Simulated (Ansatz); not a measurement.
The parent structure is ZnO in the wurtzite structure (space group P6_3mc, No. 186; a = 3.230 Å, c = 5.214 Å). Axes: x lies along a and z along c of the hexagonal cell.

Modification: biaxial strain +0.60 %, plane normal [001], relaxed out of plane (Cartesian); in-plane vectors clamped, the third vector and the atoms free.

Level of theory: PBEsol (Ansatz, a quantum-chemistry and plane-wave program, PAW, spin-orbit coupling left out).

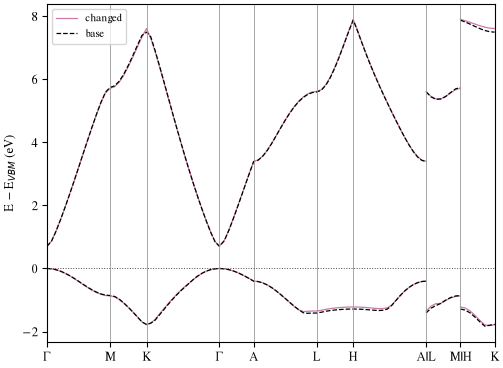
Highest valence and lowest conduction band along the path, each from its own valence-band maximum

Task: From the figure, how large is the changed gap, and is it direct?

Result: About 0.7 eV, direct at Γ.

Stability against distortions was not tested.
